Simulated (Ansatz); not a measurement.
**One shape, several levels: N2H3 (SMILES [NH]N)**

We compute a comparison of 6 runs (UHF/STO-3G, U-revPBE/STO-3G, UB2PLYP/STO-3G, UB3LYP/STO-3G, UBLYP/STO-3G, RPA@PBE/STO-3G) of N2H3. 

The calculation is run with Ansatz 0.2.0.

30 further runs of the same task are left out: 30 set aside as unsound or not needed.

### 1 The structure to begin with

N2H3 has 5 atoms, charge 0, and is taken as a doublet. As SMILES, `[NH]N`. The H3–N1 distance was set to 2.043 Å, away from the relaxed value. At this shape a bond of the SMILES string is far longer than usual.

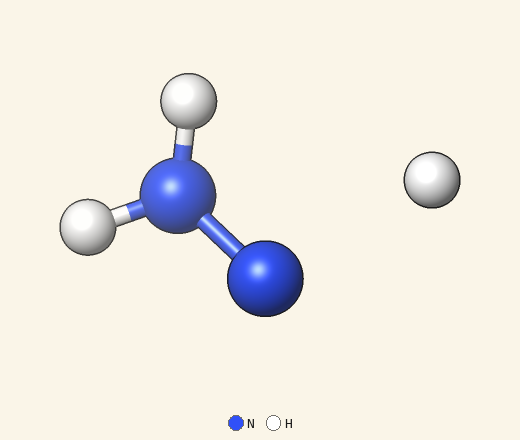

The structure, seen from a chosen angle (nitrogen blue, hydrogen white).

### 2 A single-point energy at UHF/STO-3G (run 1)

Input file in.yaml:

```yaml
crystal:
  periodic: [false, false, false]
  atoms:
    - symbol: N
      position_ang: [-1.135042, -0.684650, 0.096809]
    - symbol: "N"
      position_ang: [-1.076102, 0.369010, -0.725681]
    - symbol: H
      position_ang: [0.759840, -0.951450, 0.811270]
    - symbol: H
      position_ang: [-1.978392, 0.725700, -0.997261]
    - symbol: H
      position_ang: [-0.360082, 1.074980, -0.614061]
basis:
  gaussian: {orbitals: STO-3G}
magnetization: {spin_polarized: true, initial_magnetization: 1}
hamiltonian: {xc: hf}
accuracy: high
```

Started as:

```console
$ ansatz run in.yaml --threads 1 --pin off --max-ram 3480MiB --events-out events.jsonl --progress --plain --runs-dir runs
```

Output:

```text
Warning: RAYON_NUM_THREADS=1 ignored (pool sized by the plan → 1); use --threads N
Functional definition: HF
  name "HF"
  exchange = exact_x
  correlation = 0
208 factors; integrals over basis functions are off by at most 1.2e-8 eV
mean field evaluation 1: about -2959.5918 eV, gradient 1.7e1 eV
mean field evaluation 2: about -2959.6916 eV, gradient 1.7e1 eV
mean field evaluation 4: about -2964.7675 eV, gradient 5.5e0 eV
mean field evaluation 8: about -2965.6056 eV, gradient 7.7e-1 eV
mean field evaluation 16: about -2966.4037 eV, gradient 2.4e-4 eV
mean field evaluation 32: about -2967.3261 eV, gradient 9.8e-7 eV
mean field evaluation 64: about -2965.8708 eV, gradient 2.6e-1 eV
mean field evaluation 96: about -2963.3872 eV, gradient 1.1e1 eV
mean field evaluation 128: about -2965.5662 eV, gradient 5.5e-8 eV
mean field -2967.32607312 eV, -109.0472218614 hartree, gradient 1.4e-8 eV, S^2 1.688250; 4 other end points of the search recorded, 0 dependent functions left out
reference -2967.32607312 eV, -109.0472218614 hartree; 9, 8 occupied and 4, 5 virtual orbitals, 208 factors
Total energy: -2967.32607312 eV, -109.0472218614 hartree
```

Wall time 0.14 s (1 thread of Arm Neoverse V1, shared host).

### 3 A single-point energy at U-revPBE/STO-3G (run 2)

Input file input.yaml:

```yaml
crystal:
  periodic: [false, false, false]
  atoms:
    - {symbol: "N", position_ang: [-1.135042, -0.684650, 0.096809]}
    - {symbol: "N", position_ang: [-1.076102, 0.369010, -0.725681]}
    - {symbol: H, position_ang: [0.759840, -0.951450, 0.811270]}
    - {symbol: H, position_ang: [-1.978392, 0.725700, -0.997261]}
    - {symbol: H, position_ang: [-0.360082, 1.074980, -0.614061]}
basis:
  gaussian: {orbitals: STO-3G}
magnetization: {spin_polarized: true, initial_magnetization: 1}
hamiltonian: {xc: {name: revPBE}}
accuracy: high
```

Started as:

```console
$ ansatz run input.yaml --threads 1 --pin off --max-ram 3480MiB --events-out events.jsonl --progress --plain --runs-dir runs
```

Output:

```text
Warning: RAYON_NUM_THREADS=1 ignored (pool sized by the plan → 1); use --threads N
Functional definition: revPBE
  name "revPBE"
  parameter kappa = 1.245
  parameter beta = 0.06672455060314922
  exchange = pbe_x(kappa = kappa, mu = beta*pi^2/3)
  correlation = pbe_c(beta = beta)
208 factors; integrals over basis functions are off by at most 1.2e-8 eV
mean field evaluation 1: about -2978.2933 eV, gradient 1.6e1 eV
mean field evaluation 2: about -2966.6719 eV, gradient 2.6e1 eV
mean field evaluation 4: about -2978.3726 eV, gradient 1.6e1 eV
mean field evaluation 8: about -2980.2933 eV, gradient 1.2e1 eV
mean field evaluation 16: about -2982.1506 eV, gradient 5.6e-2 eV
mean field evaluation 32: about -2982.1465 eV, gradient 6.8e-3 eV
mean field -2982.14646542 eV, -109.5918612327 hartree, gradient 2.8e-8 eV, S^2 1.369492; 1 other end points of the search recorded, 0 dependent functions left out
reference -2982.14646770 eV, -109.5918613165 hartree; 9, 8 occupied and 4, 5 virtual orbitals, 208 factors
Total energy: -2982.14646770 eV, -109.5918613165 hartree
```

Wall time 2 s (1 thread of Arm Neoverse V1, shared host); peak memory 0.11 GiB.

Run 3 isn't shown in full; the table further down has it.

### 4 The energy at UB3LYP/STO-3G (run 4)

Input file input.yaml:

```yaml
crystal:
  periodic: [false, false, false]
  atoms:
    - symbol: N
      position_ang: [-1.135042, -0.684650, 0.096809]
    - symbol: N
      position_ang: [-1.076102, 0.369010, -0.725681]
    - symbol: H
      position_ang: [0.759840, -0.951450, 0.811270]
    - symbol: H
      position_ang: [-1.978392, 0.725700, -0.997261]
    - symbol: H
      position_ang: [-0.360082, 1.074980, -0.614061]
basis:
  gaussian: {orbitals: STO-3G}
magnetization: {spin_polarized: true, initial_magnetization: 1}
hamiltonian: {xc: {name: B3LYP}}
accuracy: high
```

Started as:

```console
$ ansatz run input.yaml --threads 1 --pin off --max-ram 3480MiB --events-out events.jsonl --progress --plain --runs-dir runs
```

Output:

```text
Warning: RAYON_NUM_THREADS=1 ignored (pool sized by the plan → 1); use --threads N
Functional definition: B3LYP
  name "B3LYP"
  parameter a0 = 0.2
  parameter ax = 0.72
  parameter ac = 0.81
  exchange = (1 - a0 - ax)*slater_x + ax*b88_x + a0*exact_x
  correlation = (1 - ac)*vwn_rpa_c + ac*lyp_c
208 factors; integrals over basis functions are off by at most 1.2e-8 eV
mean field evaluation 1: about -2978.3491 eV, gradient 1.6e1 eV
mean field evaluation 2: about -2971.0779 eV, gradient 2.4e1 eV
mean field evaluation 4: about -2981.1951 eV, gradient 6.3e0 eV
mean field evaluation 8: about -2982.2416 eV, gradient 3.7e-1 eV
mean field evaluation 16: about -2982.2422 eV, gradient 8.3e-3 eV
mean field evaluation 32: about -2982.5094 eV, gradient 6.2e-1 eV
mean field -2982.50649858 eV, -109.6050922072 hartree, gradient 2.5e-8 eV, S^2 1.479843; 2 other end points of the search recorded, 0 dependent functions left out
reference -2982.50652376 eV, -109.6050931328 hartree; 9, 8 occupied and 4, 5 virtual orbitals, 208 factors
Total energy: -2982.50652376 eV, -109.6050931328 hartree
```

Wall time 2.6 s (1 thread of Arm Neoverse V1, shared host); peak memory 0.11 GiB.

Run 5 isn't shown in full; the table further down has it.

### 5 A single-point energy at RPA@PBE/STO-3G (run 6)

Input file molecule.yaml:

```yaml
crystal:
  periodic: [false, false, false]
  atoms:
    - {symbol: "N", position_ang: [-1.135042, -0.684650, 0.096809]}
    - {symbol: "N", position_ang: [-1.076102, 0.369010, -0.725681]}
    - {symbol: H, position_ang: [0.759840, -0.951450, 0.811270]}
    - {symbol: H, position_ang: [-1.978392, 0.725700, -0.997261]}
    - {symbol: H, position_ang: [-0.360082, 1.074980, -0.614061]}
basis:
  gaussian:
    orbitals: STO-3G
magnetization:
  spin_polarized: true
  initial_magnetization: 1
hamiltonian:
  xc: pbe
correlation:
  method: rpa
  frozen_orbitals: {H: 0, "N": 1}
accuracy: high
```

Started as:

```console
$ ansatz run molecule.yaml --threads 1 --pin off --max-ram 3480MiB --events-out events.jsonl --progress --plain --runs-dir runs
```

Output, shortened:

```text
Warning: RAYON_NUM_THREADS=1 ignored (pool sized by the plan → 1); use --threads N
Functional definition: PBE
  name "PBE"
[...]
208 factors; integrals over basis functions are off by at most 1.2e-8 eV
[...]
mean field -2978.99207461 eV, -109.4759395086 hartree, gradient 1.6e-8 eV, S^2 1.370653; 3 other end points of the search recorded, 0 dependent functions left out
2 core orbitals not correlated: weight in the atoms' cores, before any rotation towards them, 1.000 or more for the frozen orbitals, at most 0.000 for the correlated occupied ones
reference -2966.05228507 eV, -109.0004110139 hartree; 7, 6 occupied and 4, 5 virtual orbitals, 208 factors
Total energy: -2971.10799874 eV, -109.1862050643 hartree
```

It took 3.6 s on 1 thread of Arm Neoverse V1, shared host; peak memory 0.11 GiB.

### 6 Overview of the runs

```tsv
run	level	frozen core orbitals	energy (Eh)	⟨S²⟩	wall time
1	UHF/STO-3G	–	-109.047222	1.688	0.14 s
2	U-revPBE/STO-3G	–	-109.591861	1.369	2 s
3	UB2PLYP/STO-3G	2	-109.438658	1.616	3 s
4	UB3LYP/STO-3G	–	-109.605093	1.480	2.6 s
5	UBLYP/STO-3G	–	-109.552804	1.076	2.4 s
6	RPA@PBE/STO-3G	2	-109.186205	1.371	3.6 s
```

### 7 Outcome

| quantity | value |
| --- | --- |
| run 6: total energy | -109.18621 Eh |
| run 6: RPA correlation energy (valence) | -185.8 mEh |
| run 6: ⟨S²⟩ of the reference determinant | 1.371 |

In words: Totals of different functionals can't be ranked against each other. In runs 1, 2, 3, 4, 5, 6 the basis is minimal, so the values are rough. Spin contamination of the reference: run 1 ⟨S²⟩ = 1.69, run 3 ⟨S²⟩ = 1.62, run 4 ⟨S²⟩ = 1.48, run 6 ⟨S²⟩ = 1.37, run 2 ⟨S²⟩ = 1.37, run 5 ⟨S²⟩ = 1.08. Where it is this large, the reference is a mixture of spin states, and values that rest on it are in doubt. All runs together took 14 s, the longest 3.6 s.
